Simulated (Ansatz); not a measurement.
# C2H5GeN (SMILES NC#[C][GeH3]): what the fields show

```xyz
9

N     0.6282    2.1283   -1.0947
C     0.2949    0.9729   -0.5064
C     0.0445   -0.0804    0.0359
Ge   -0.3388   -1.7160    0.8875
H     0.4812    2.1694   -2.0918
H     0.3249    2.9645   -0.6192
H    -1.3608   -2.5054    0.0545
H     0.9401   -2.5545    1.0405
H    -0.9256   -1.4251    2.2767
```

Geometry: PBE0-D4/def2-TZVP.

These are results of Ansatz, RKS PBE0-D4/def2-TZVPP, not measurements.

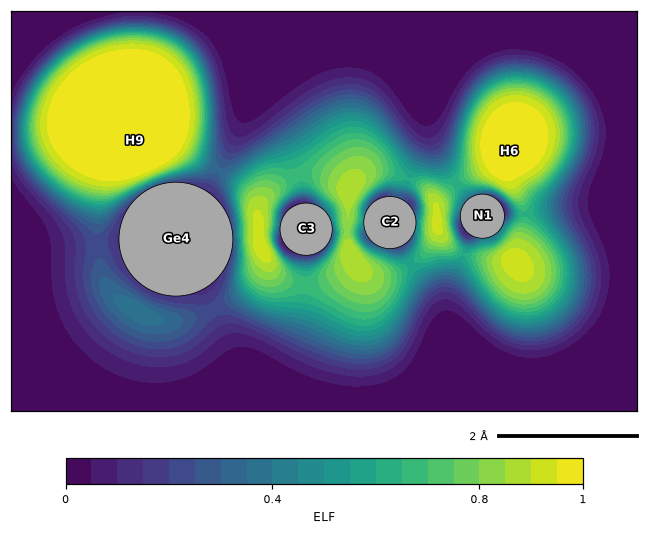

Figure 1. ELF on the plane of atoms C3, Ge4 and H9. Grey discs cover the atomic cores.

**What do the fields say about this system?**

The section cuts through N, C, Ge and H sites.
C–C (1.21 Å): the ELF peaks at about 0.85 between the atoms (a short, multiple covalent bond).
C–N (1.34 Å): the ELF peaks at about 0.90 between the atoms: localised, covalent bonding.
C–Ge (1.88 Å): the ELF peaks at about 0.90 in the valence shell of C, 0.7 Å from its nucleus, and is about 0.60 at the midpoint.
N–H (1.01 Å): the ELF climbs to about 1 towards the hydrogen, as it does in any bond to H; an ordinary covalent bond to hydrogen.
Ge–H (1.54 Å): the ELF climbs to about 1 towards the hydrogen.

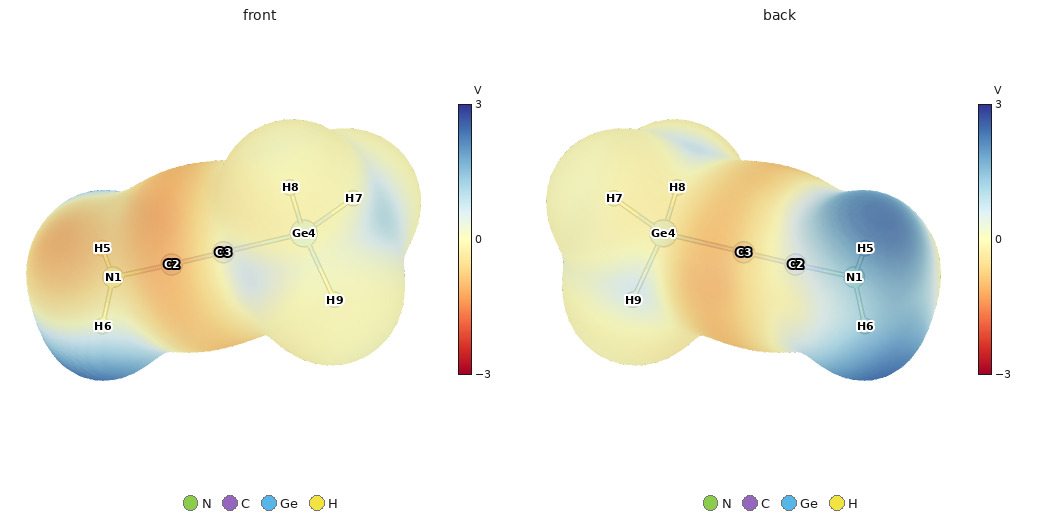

Figure 2. The electrostatic potential painted on the density surface at 0.002 e/bohr³, seen from the front and from behind; the colour scale runs from red (negative) to blue (positive).

**Which sites attract a positive test charge, and which a negative one?**

A positive charge is drawn to the negative regions and a negative charge to the positive ones. The most negative region (about −1.1 V, or −25 kcal/mol for a unit charge) lies over C2 and C3, the most positive (about +2.3 V, or +53 kcal/mol for a unit charge) over H5 and H6.

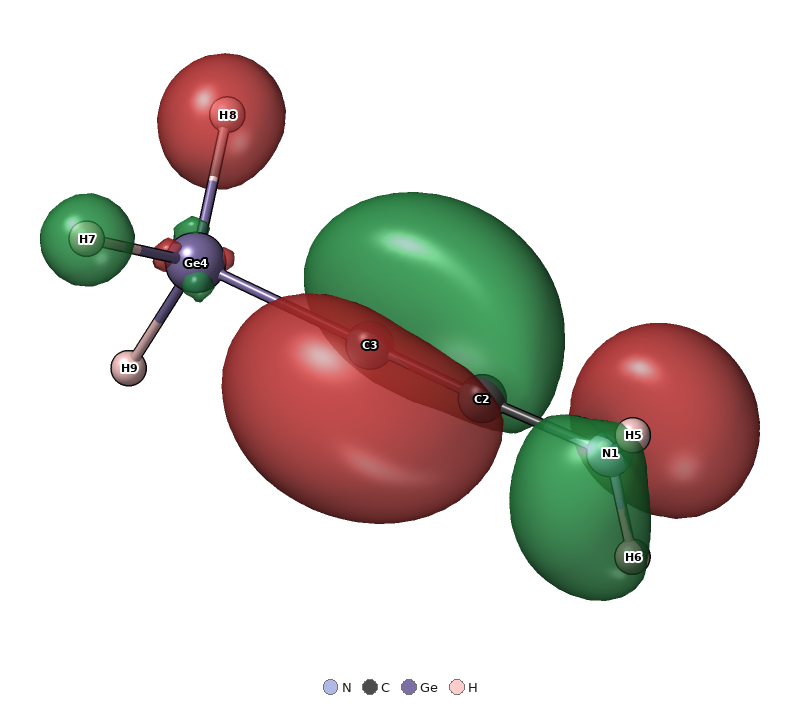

Figure 3. The HOMO at ±0.1 Å⁻³ᐟ² (green and red are the two phases), seen at an oblique angle.

**Where does this orbital lie, and at what energy?**

It lies mainly on C3 (about 40 %), N1 (about 25 %), C2 (about 20 %) and Ge4 (about 5 %). Its energy is −6.50 eV.
